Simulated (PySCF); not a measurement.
**C8H24N4Ti: geometry relaxation (part 1 of 4)**

System: C8H24N4Ti ([Ti(N(CH3)2)4]).
Method: PBE0-D3(BJ)/def2-SVP geometry optimisation, gas phase (PySCF 2.14.0).

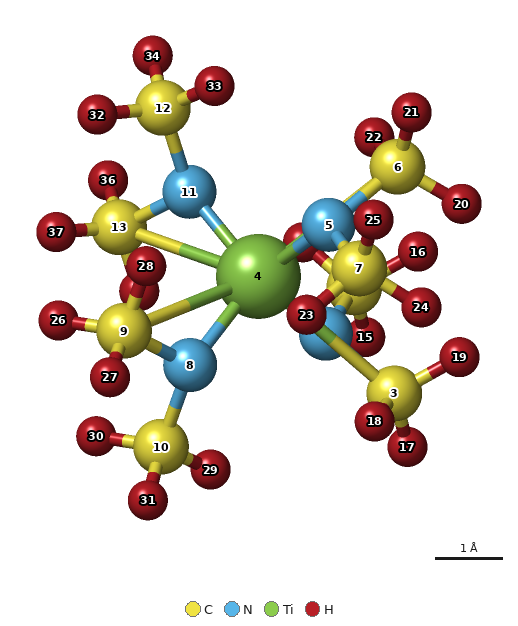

Fig. 1: The input geometry (ball-and-stick view, seen at a tilt; atoms are numbered from 1 in the order of the input). Sticks mark near contacts.

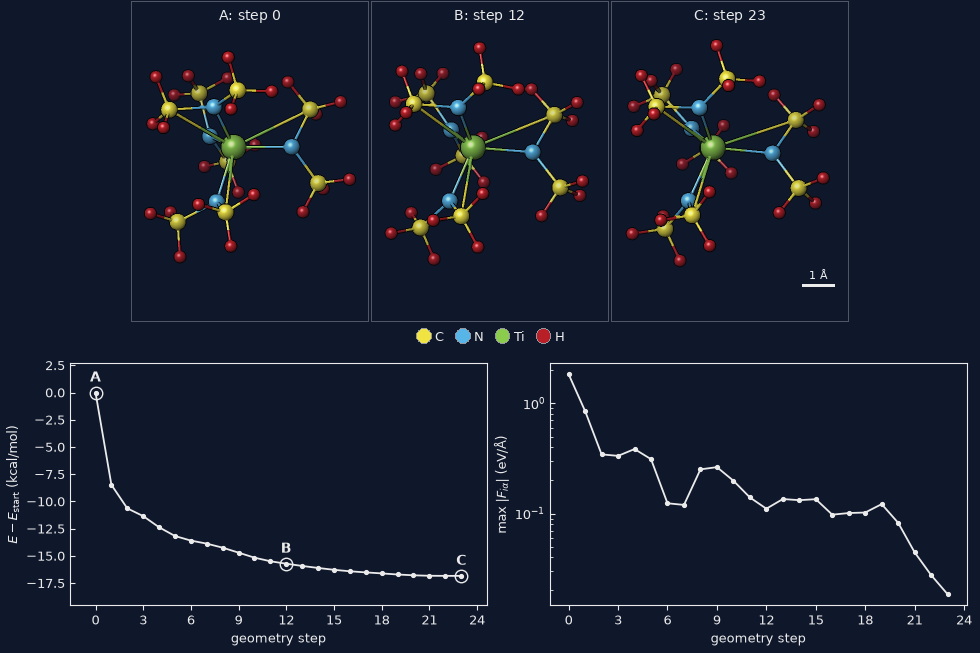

Fig. 2: Frames of the relaxation (ball-and-stick view, seen at a tilt) above the curves, on which the letters mark them (steps are counted from 0).

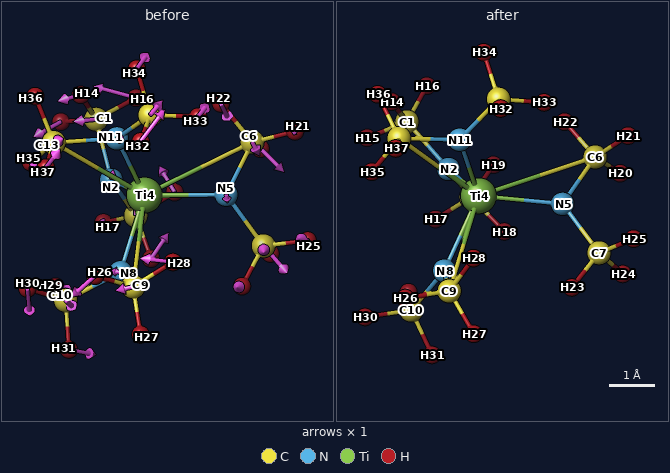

Fig. 3: Before (left) and after (right) the relaxation, at one scale (ball-and-stick view, seen at a tilt). The pink arrows give the displacements, at true length. Over 23 geometry steps the energy falls by 16.8 kcal/mol. Largest force component: 1.8 eV/Å at the start, 0.018 eV/Å at the end. The atom that moves furthest after the best rigid fit is H16 (1.03 Å). By element the largest moves are H 1.03 Å, C 0.58 Å, N 0.26 Å, Ti 0.03 Å. Distances before and after: Ti4–C6 2.767 → 2.866 Å, Ti4–C13 2.762 → 2.858 Å, Ti4–N11 1.824 → 1.898 Å, Ti4–N5 1.839 → 1.898 Å. Among the angles that change: Ti4–C3–H19 107.0° → 125.1°, Ti4–C6–H20 108.0° → 125.2°, Ti4–C3–H17 141.7° → 125.2°. (Atoms are counted from 1 in the order of the input.)

The input and output of the run follow.

The input:
```
{"job": {"xc": "PBE0", "basis": "def2-SVP", "d3": "d3bj", "grid": 1, "shake": 0.01, "kind": "geom"}, "charge": 0, "multiplicity": 1}
C      0.274810    -2.416950     1.633530
N     -0.600270    -1.336640     1.143130
C     -1.524360    -0.885460     2.164150
Ti     0.026520     0.012610    -0.008530
N      0.641270     1.486590     0.902370
C      1.610090     1.186590     1.933360
C     -0.162710     2.615940     1.294690
N     -1.440940     0.575600    -1.037510
C     -1.089020     1.429030    -2.117650
C     -2.572860    -0.278530    -1.367640
N      1.363870    -0.692230    -1.029910
C      2.507880     0.053810    -1.531070
C      0.924370    -1.689300    -1.989970
H      0.960080    -2.665990     0.862140
H     -0.342120    -3.296420     1.894900
H      0.809780    -2.076270     2.548180
H     -2.211430    -1.672510     2.451320
H     -2.087350    -0.015830     1.811730
H     -0.973760    -0.597990     3.102880
H      1.113560     1.027840     2.929370
H      2.321510     2.008070     2.052850
H      2.173470     0.254750     1.645600
H     -0.925820     2.810600     0.507090
H     -0.686400     2.452220     2.259140
H      0.454170     3.519960     1.409640
H     -0.895420     0.858840    -3.061320
H     -1.901870     2.117620    -2.362070
H     -0.180830     2.004530    -1.862030
H     -2.786830    -0.960570    -0.555190
H     -2.372430    -0.868350    -2.298460
H     -3.480090     0.319410    -1.587680
H      2.301030     0.489330    -2.547630
H      2.756240     0.867520    -0.830860
H      3.387270    -0.603440    -1.655330
H      0.043100    -2.185730    -1.615300
H      1.738640    -2.466970    -2.114430
H      0.746300    -1.246940    -2.967190
```

The first line tells a small driver script what to run in PySCF; the rest is the geometry in Å.

Launched with:
```bash
OMP_NUM_THREADS=2 python <driver script> task.json out
```

What the program printed:
```
step   0  E = -1386.51784141  max force = 0.035772
step   1  E = -1386.53134247  max force = 0.016557
step   2  E = -1386.53478397  max force = 0.006698
step   3  E = -1386.53591501  max force = 0.006492
step   4  E = -1386.53755151  max force = 0.007486
step   5  E = -1386.53882645  max force = 0.006057
step   6  E = -1386.53949706  max force = 0.002409
step   7  E = -1386.53994476  max force = 0.002329
step   8  E = -1386.54053490  max force = 0.004895
step   9  E = -1386.54126035  max force = 0.005128
step  10  E = -1386.54199632  max force = 0.003863
step  11  E = -1386.54252123  max force = 0.002722
step  12  E = -1386.54288442  max force = 0.002150
step  13  E = -1386.54320785  max force = 0.002632
step  14  E = -1386.54350111  max force = 0.002571
step  15  E = -1386.54377264  max force = 0.002623
step  16  E = -1386.54398695  max force = 0.001899
step  17  E = -1386.54415071  max force = 0.001965
step  18  E = -1386.54429693  max force = 0.001986
step  19  E = -1386.54445737  max force = 0.002366
step  20  E = -1386.54457638  max force = 0.001601
step  21  E = -1386.54464355  max force = 0.000864
step  22  E = -1386.54465815  max force = 0.000537
step  23  E = -1386.54466149  max force = 0.000360
optimisation converged
```

Trajectory as extended XYZ (Å, eV, eV/Å), 22 of the 24 frames kept, from step=0 to step=23:
```
37
Properties=species:S:1:pos:R:3:forces:R:3 step=0 energy=-37729.07221
C     0.2748   -2.4169    1.6335   -1.8395   1.2007   0.6021
N    -0.6003   -1.3366    1.1431    0.5359  -0.7644   1.0306
C    -1.5244   -0.8855    2.1641    1.2743   0.2741   0.1343
Ti    0.0265    0.0126   -0.0085   -1.3648  -0.3250   0.3176
N     0.6413    1.4866    0.9024    0.2382   1.3012   1.5397
C     1.6101    1.1866    1.9334   -0.2187  -1.0604  -0.1715
C    -0.1627    2.6159    1.2947   -0.4105   0.0519  -0.8242
N    -1.4409    0.5756   -1.0375   -1.0540  -0.9561  -0.3279
C    -1.0890    1.4290   -2.1176    0.4694  -0.1555  -0.5190
C    -2.5729   -0.2785   -1.3676    0.4512   0.6912  -0.5912
N     1.3639   -0.6922   -1.0299    1.5752  -0.1162  -1.8394
C     2.5079    0.0538   -1.5311   -0.3687  -0.1505  -0.0659
C     0.9244   -1.6893   -1.9900    1.6707  -0.2670   0.7247
H     0.9601   -2.6660    0.8621    1.0358  -0.4691  -0.8363
H    -0.3421   -3.2964    1.8949    0.1628  -0.1400   0.0678
H     0.8098   -2.0763    2.5482    0.0709  -0.2606  -0.1440
H    -2.2114   -1.6725    2.4513   -0.6660  -0.5096   0.1280
H    -2.0873   -0.0158    1.8117   -0.2436   0.1807  -0.0257
H    -0.9738   -0.5980    3.1029   -0.3283  -0.0025  -0.3151
H     1.1136    1.0278    2.9294    0.3257  -0.0273  -0.3696
H     2.3215    2.0081    2.0528    0.4183   0.2425   0.0424
H     2.1735    0.2547    1.6456   -0.1992   0.5835   0.3936
H    -0.9258    2.8106    0.5071    0.2257   0.0292   0.4255
H    -0.6864    2.4522    2.2591   -0.0089  -0.0252  -0.0236
H     0.4542    3.5200    1.4096    0.0939   0.2415   0.0379
H    -0.8954    0.8588   -3.0613    0.0899   0.1597   0.1527
H    -1.9019    2.1176   -2.3621   -0.2594   0.5421  -0.0499
H    -0.1808    2.0045   -1.8620   -0.0846   0.1277  -0.1680
H    -2.7868   -0.9606   -0.5552   -0.1305  -0.3963   0.4022
H    -2.3724   -0.8683   -2.2985   -0.0575   0.0410   0.3021
H    -3.4801    0.3194   -1.5877   -0.0185   0.0153   0.1006
H     2.3010    0.4893   -2.5476    0.0753  -0.0716   0.4960
H     2.7562    0.8675   -0.8309    0.0656  -0.0280  -0.1520
H     3.3873   -0.6034   -1.6553    0.1300  -0.0149   0.0625
H     0.0431   -2.1857   -1.6153   -0.7427  -0.4482   0.0831
H     1.7386   -2.4670   -2.1144   -0.6494   0.3662  -0.0063
H     0.7463   -1.2469   -2.9672   -0.2639   0.1400  -0.6140
37
Properties=species:S:1:pos:R:3:forces:R:3 step=1 energy=-37729.43959
C     0.2143   -2.4821    1.6421    0.0856  -0.1416  -0.5790
N    -0.5822   -1.3656    1.1987    0.3911   0.4136   0.1497
C    -1.5093   -0.9244    2.2143   -0.1524  -0.2274  -0.0241
Ti    0.0100    0.0119   -0.0004    0.2874   0.2476  -0.1530
N     0.6398    1.5676    0.9816   -0.4510  -0.8514  -0.0597
C     1.6341    1.2100    1.9710   -0.0352   0.4306  -0.1625
C    -0.1280    2.7259    1.3605    0.1975  -0.0449  -0.1040
N    -1.4990    0.5493   -1.0649    0.5418  -0.3289  -0.1459
C    -1.1409    1.4423   -2.1468   -0.2006   0.0024   0.1226
C    -2.6567   -0.2458   -1.3780   -0.0746  -0.0112   0.2860
N     1.4366   -0.7027   -1.1220   -0.8237   0.5102   0.2259
C     2.6036   -0.0065   -1.6004   -0.0317  -0.1889   0.2357
C     0.9565   -1.6970   -2.0565    0.1414   0.2396  -0.0402
H     0.9366   -2.7679    0.8483   -0.1885   0.0468   0.2794
H    -0.4142   -3.3683    1.8696    0.0277   0.0362  -0.0106
H     0.7923   -2.2509    2.5584    0.0246   0.0128   0.0578
H    -2.2194   -1.7407    2.4865    0.0419   0.2144  -0.1252
H    -2.1043   -0.0597    1.8697    0.0262  -0.0539  -0.0029
H    -1.0028   -0.6378    3.1571    0.0364   0.0622   0.0364
H     1.1920    1.0357    2.9722    0.0118  -0.0585   0.0520
H     2.3712    2.0358    2.0903    0.0189  -0.2015  -0.0093
H     2.1918    0.3061    1.6730   -0.0013  -0.0236  -0.0098
H    -0.8939    2.9493    0.6053   -0.0320  -0.0064  -0.0407
H    -0.6442    2.5867    2.3345    0.0042   0.0154  -0.0131
H     0.5192    3.6218    1.4677   -0.0437  -0.0244  -0.0099
H    -0.9411    0.9017   -3.0930    0.0530  -0.0273  -0.0463
H    -1.9685    2.1507   -2.3659    0.1236   0.0367   0.0746
H    -0.2461    2.0389   -1.8974   -0.0222  -0.0158   0.0213
H    -2.8824   -0.9414   -0.5508    0.0156   0.0815  -0.1029
H    -2.5187   -0.8518   -2.2973    0.0297  -0.0099  -0.0146
H    -3.5525    0.3854   -1.5508    0.0155  -0.0008   0.0350
H     2.4349    0.4721   -2.5863   -0.0164   0.0268  -0.0397
H     2.9001    0.7811   -0.8913    0.0026   0.0012  -0.0055
H     3.4649   -0.6965   -1.7252   -0.0216   0.0458   0.0108
H     0.0511   -2.2104   -1.6775    0.1045   0.1019  -0.0481
H     1.7304   -2.4671   -2.2323   -0.0209  -0.1708   0.0117
H     0.7278   -1.2527   -3.0542   -0.0653  -0.1386   0.1480
37
Properties=species:S:1:pos:R:3:forces:R:3 step=2 energy=-37729.53324
C     0.2194   -2.4808    1.5970   -0.0852  -0.0790  -0.1610
N    -0.5696   -1.3500    1.1836    0.2377   0.1014   0.3213
C    -1.5014   -0.9143    2.1976    0.0488  -0.1447  -0.0101
Ti    0.0115    0.0134   -0.0019    0.1228   0.0898  -0.0765
N     0.6304    1.5381    0.9616   -0.1662  -0.2618   0.2934
C     1.6307    1.2028    1.9499   -0.0377   0.1565  -0.1017
C    -0.1337    2.7024    1.3130    0.0607   0.0834  -0.1274
N    -1.4779    0.5405   -1.0522    0.1099  -0.1827  -0.3444
C    -1.1315    1.4385   -2.1311   -0.1239  -0.0600   0.0664
C    -2.6439   -0.2498   -1.3366   -0.0815   0.0677   0.1020
N     1.4101   -0.6859   -1.1002   -0.2979   0.1974  -0.1767
C     2.5824    0.0103   -1.5501    0.0832  -0.0552   0.1122
C     0.9532   -1.6861   -2.0379    0.1548   0.0977   0.0600
H     0.9332   -2.7636    0.8070   -0.0292   0.0240   0.0430
H    -0.4165   -3.3628    1.8129    0.0066  -0.0161   0.0105
H     0.8028   -2.2710    2.5174    0.0025  -0.0137   0.0184
H    -2.2147   -1.7230    2.4588   -0.0479   0.0607  -0.0600
H    -2.0924   -0.0503    1.8499    0.0091   0.0056  -0.0102
H    -0.9983   -0.6262    3.1442   -0.0047   0.0236  -0.0094
H     1.1986    1.0304    2.9575    0.0061  -0.0291  -0.0076
H     2.3723    2.0202    2.0609    0.0483  -0.0612  -0.0388
H     2.1860    0.2960    1.6536    0.0017  -0.0183   0.0280
H    -0.8955    2.9081    0.5464   -0.0096   0.0049   0.0153
H    -0.6567    2.5863    2.2858   -0.0006   0.0048   0.0002
H     0.5106    3.6005    1.4034   -0.0113   0.0095  -0.0056
H    -0.9325    0.9041   -3.0833    0.0209   0.0094   0.0013
H    -1.9544    2.1520   -2.3383    0.0476   0.0580   0.0486
H    -0.2361    2.0319   -1.8791    0.0110  -0.0024   0.0001
H    -2.8586   -0.9363   -0.5039    0.0075   0.0027  -0.0140
H    -2.5229   -0.8628   -2.2546   -0.0062  -0.0001  -0.0017
H    -3.5384    0.3861   -1.4944   -0.0102  -0.0061   0.0057
H     2.4298    0.4978   -2.5361    0.0102   0.0073   0.0015
H     2.8650    0.7933   -0.8304    0.0077   0.0101  -0.0147
H     3.4473   -0.6747   -1.6640    0.0094   0.0096   0.0003
H     0.0493   -2.1945   -1.6609   -0.0139  -0.0002  -0.0180
H     1.7264   -2.4643   -2.2026   -0.0582  -0.0369   0.0360
H     0.7187   -1.2535   -3.0336   -0.0222  -0.0564   0.0138
37
Properties=species:S:1:pos:R:3:forces:R:3 step=3 energy=-37729.56401
C     0.2152   -2.5026    1.5771   -0.1346  -0.0315  -0.0045
N    -0.5544   -1.3522    1.1856    0.2296   0.0379   0.2464
C    -1.4918   -0.9225    2.1940    0.0728  -0.0796  -0.0064
Ti    0.0135    0.0135   -0.0033   -0.1327  -0.0276   0.0083
N     0.6215    1.5293    0.9557   -0.1174   0.0235   0.3338
C     1.6308    1.2094    1.9361   -0.0100   0.0421  -0.0392
C    -0.1333    2.7077    1.2804    0.0429   0.0770  -0.0923
N    -1.4772    0.5287   -1.0547    0.0027  -0.1960  -0.2751
C    -1.1408    1.4345   -2.1263   -0.0868  -0.0370   0.0289
C    -2.6575   -0.2491   -1.3159   -0.0317   0.0991   0.0415
N     1.4035   -0.6689   -1.0943    0.0254   0.1358  -0.3086
C     2.5886    0.0238   -1.5172    0.0853  -0.0402   0.0555
C     0.9650   -1.6777   -2.0282    0.0917   0.0201   0.0729
H     0.9236   -2.7811    0.7860    0.0487  -0.0056  -0.0507
H    -0.4326   -3.3796    1.7782   -0.0061  -0.0111  -0.0011
H     0.8017   -2.3213    2.5027   -0.0080  -0.0085  -0.0012
H    -2.2078   -1.7295    2.4433   -0.0812   0.0031  -0.0210
H    -2.0816   -0.0593    1.8427    0.0087   0.0273  -0.0027
H    -0.9970   -0.6332    3.1449   -0.0139   0.0035  -0.0036
H     1.2106    1.0390    2.9493    0.0021  -0.0025  -0.0093
H     2.3748    2.0243    2.0336    0.0519  -0.0037  -0.0405
H     2.1861    0.3008    1.6432   -0.0137  -0.0128   0.0271
H    -0.8948    2.9026    0.5104    0.0003  -0.0090   0.0141
H    -0.6582    2.6180    2.2547    0.0051  -0.0015   0.0040
H     0.5150    3.6045    1.3509    0.0087   0.0028  -0.0088
H    -0.9440    0.9117   -3.0856    0.0030   0.0134   0.0013
H    -1.9633    2.1515   -2.3184    0.0197   0.0639   0.0243
H    -0.2453    2.0275   -1.8728    0.0200  -0.0098  -0.0094
H    -2.8627   -0.9317   -0.4794    0.0042  -0.0246   0.0182
H    -2.5607   -0.8651   -2.2348   -0.0099   0.0051  -0.0020
H    -3.5492    0.3949   -1.4563   -0.0043   0.0014   0.0018
H     2.4592    0.5175   -2.5038    0.0008  -0.0092   0.0109
H     2.8616    0.8040   -0.7909   -0.0090   0.0019  -0.0056
H     3.4543   -0.6621   -1.6171    0.0000  -0.0096   0.0051
H     0.0621   -2.1883   -1.6535   -0.0378  -0.0137  -0.0041
H     1.7402   -2.4564   -2.1796   -0.0327  -0.0130   0.0350
H     0.7276   -1.2596   -3.0270    0.0059  -0.0113  -0.0430
37
Properties=species:S:1:pos:R:3:forces:R:3 step=4 energy=-37729.60855
C     0.2044   -2.5522    1.5412   -0.1110  -0.0181   0.1394
N    -0.5190   -1.3625    1.1935    0.1689   0.0320   0.0898
C    -1.4727   -0.9503    2.1904    0.0360   0.0252  -0.0147
Ti    0.0132    0.0135   -0.0050   -0.3850  -0.1400   0.1055
N     0.5968    1.5269    0.9570   -0.0847   0.2365   0.2425
C     1.6270    1.2365    1.9181    0.0678  -0.0965   0.0567
C    -0.1291    2.7356    1.2279    0.0148   0.0444  -0.0411
N    -1.4864    0.4971   -1.0634   -0.0237  -0.1844  -0.1025
C    -1.1760    1.4245   -2.1186   -0.0036   0.0502  -0.0212
C    -2.6936   -0.2495   -1.2798    0.0009   0.0767  -0.0116
N     1.4040   -0.6322   -1.0945    0.3093   0.0934  -0.3211
C     2.6172    0.0416   -1.4644    0.0566  -0.0193  -0.0057
C     1.0011   -1.6610   -2.0164   -0.0353  -0.1073   0.0516
H     0.9094   -2.8231    0.7476    0.0991  -0.0265  -0.1129
H    -0.4741   -3.4146    1.7040   -0.0097  -0.0022  -0.0212
H     0.7894   -2.4333    2.4791   -0.0165   0.0021  -0.0245
H    -2.1954   -1.7577    2.4123   -0.0790  -0.0447   0.0077
H    -2.0605   -0.0873    1.8341    0.0204   0.0464   0.0210
H    -1.0010   -0.6628    3.1538   -0.0078  -0.0331  -0.0050
H     1.2355    1.0755    2.9442   -0.0130   0.0443  -0.0050
H     2.3746    2.0505    1.9816    0.0344   0.0486  -0.0375
H     2.1818    0.3244    1.6330   -0.0358  -0.0119   0.0178
H    -0.8933    2.9085    0.4556    0.0002  -0.0106   0.0085
H    -0.6495    2.7050    2.2081    0.0109   0.0004   0.0101
H     0.5371    3.6215    1.2495    0.0183   0.0015  -0.0101
H    -0.9872    0.9312   -3.0955   -0.0295   0.0004   0.0110
H    -1.9997    2.1484   -2.2763   -0.0090   0.0414   0.0066
H    -0.2800    2.0176   -1.8645    0.0309  -0.0269  -0.0290
H    -2.8786   -0.9324   -0.4397   -0.0041  -0.0430   0.0337
H    -2.6509   -0.8630   -2.2048   -0.0114   0.0115  -0.0012
H    -3.5756    0.4155   -1.3784   -0.0028   0.0022   0.0004
H     2.5384    0.5395   -2.4541   -0.0010  -0.0210   0.0056
H     2.8711    0.8183   -0.7281   -0.0150   0.0010   0.0044
H     3.4760   -0.6568   -1.5277   -0.0027  -0.0195   0.0073
H     0.0996   -2.1786   -1.6474   -0.0453  -0.0049   0.0044
H     1.7840   -2.4369   -2.1364    0.0047   0.0115   0.0259
H     0.7645   -1.2741   -3.0262    0.0528   0.0402  -0.0854
```
